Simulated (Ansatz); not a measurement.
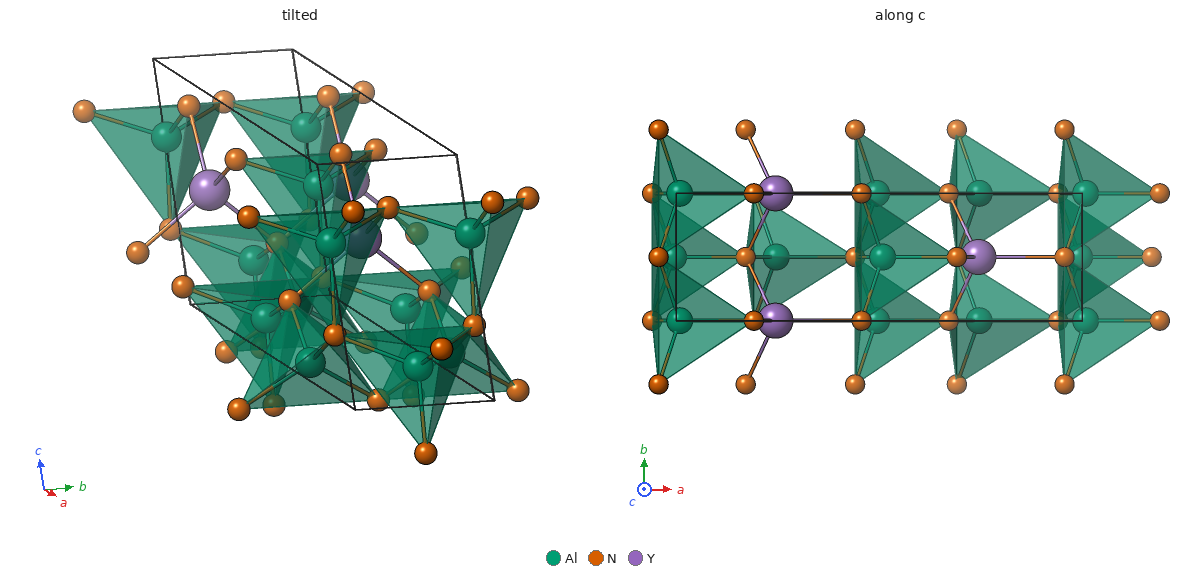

View slightly off an axis and along the c axis, drawn as a polyhedral model. Atoms at the boundary of the conventional unit cell (the box) are drawn once for each face, edge or corner they touch. A few atoms beyond the faces are included.

YAl3N4, space group Cm (No. 8), a = 11.844 Å, b = 3.270 Å, c = 5.734 Å, α = 90.00°, β = 118.33°, γ = 90.00°. The structure comes from a structure type filled with these elements by a generator (whether the compound takes this form wasn't checked). Earlier steps of the study, as a rule a relaxation of our own, may have changed the cell and positions, so they can lie some per cent off the listed ones. It was run through Ansatz as a DFT input.

This one geometry was computed with Ansatz (DFT, plane waves, PAW) at five levels of theory: HSE06, PBE0, r2SCAN, PBE and PBE with spin-orbit coupling. It was relaxed beforehand with r2SCAN.

### Which level gives the highest pressure at this volume, and what does that say about its equilibrium volume?

Highest: PBE (3.2 GPa) and PBE with spin-orbit coupling (3.2 GPa), which points to the largest equilibrium volume. Lowest, with the smallest volume: HSE06 (-0.8 GPa) and PBE0 (-0.8 GPa). Levels within 0.5 GPa of each other can't be told apart.

### How does the band gap change with the level of theory?

PBE with spin-orbit coupling: a gap of 2.49 eV, indirect; PBE: a gap of 2.49 eV, indirect; r2SCAN: a gap of 2.99 eV, indirect; HSE06: a gap of 3.71 eV, indirect; PBE0: a gap of 4.42 eV, indirect.

### Collect the results in a table.

| level | cutoff (eV) | k-mesh of the run's cell | gap (eV) | pressure (GPa) |
| --- | --- | --- | --- | --- |
| HSE06 | 420 | 6×6×4 | 3.71 | -0.8 |
| PBE0 | 420 | 6×6×4 | 4.42 | -0.8 |
| r2SCAN | 500 | 8×8×6 | 2.99 | 0.0 |
| PBE | 420 | 8×8×6 | 2.49 | 3.2 |
| PBE with spin-orbit coupling | 420 | 8×8×6 | 2.49 | 3.2 |

Gaps are taken on the k-mesh or band path of each run.
